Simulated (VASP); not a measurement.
Band structure of NiSb (relaxed from the CsCl type structure, space group Pm-3m). These are PBEsol GGA, VASP's PBE PAW potentials (set 64) (plane waves; VASP 6.6.1) values and carry that method's errors.

Unless said otherwise, spin-orbit coupling is left out, though it shifts the bands of the heavy elements here.

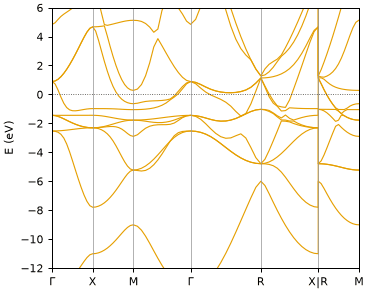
Fig. 1. Bands along high-symmetry lines, zero at the valence-band maximum or, without a gap, the Fermi level

Q: Read the plot: is there a gap, and where are the band edges?

A: It has no gap at this level: it comes out as a metal or semimetal. (Edges off the drawn lines would not show.)

The structure was generated: NiSb was put into the CsCl type type (Pm-3m), which need not be its known phase. It was relaxed first, which changed the volume by -17 %. The run is not spin-polarised, so no magnetic state was tried. The electron count is odd and the run is not spin-polarised, which forces a metal.
